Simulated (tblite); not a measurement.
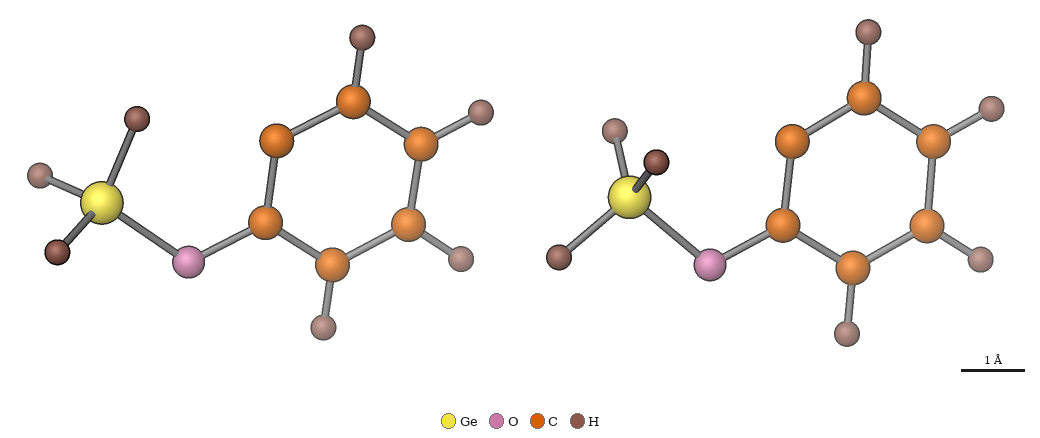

Two geometries of C6H7GeO (multiplicity 2), drawn at one scale. One is the start of a relaxation, the other its converged end. Style: ball-and-stick. Shown at a tilt.

All numbers below come from GFN2-xTB geometry optimisation, gas phase in tblite 0.8.0. 

> Which of the two is the end point?

The right one is the relaxed one. The atom that moves furthest after the best rigid fit is an H atom (1.15 Å). Largest moves by element: H 1.15 Å, C 0.26 Å, O 0.20 Å, Ge 0.17 Å. Among the contacts that change: C–Ge 2.999 → 2.817 Å, Ge–H 1.571 → 1.497 Å, Ge–H 1.540 → 1.493 Å, C–O 1.391 → 1.347 Å. Bond angles that change, for instance: O–Ge–H 111.5° → 100.5°, H–Ge–H 104.6° → 112.7°, Ge–O–C 117.7° → 113.0°. Groups turn about Ge–O by about 50°. Over 103 geometry steps the energy falls by 8.89 kcal/mol.
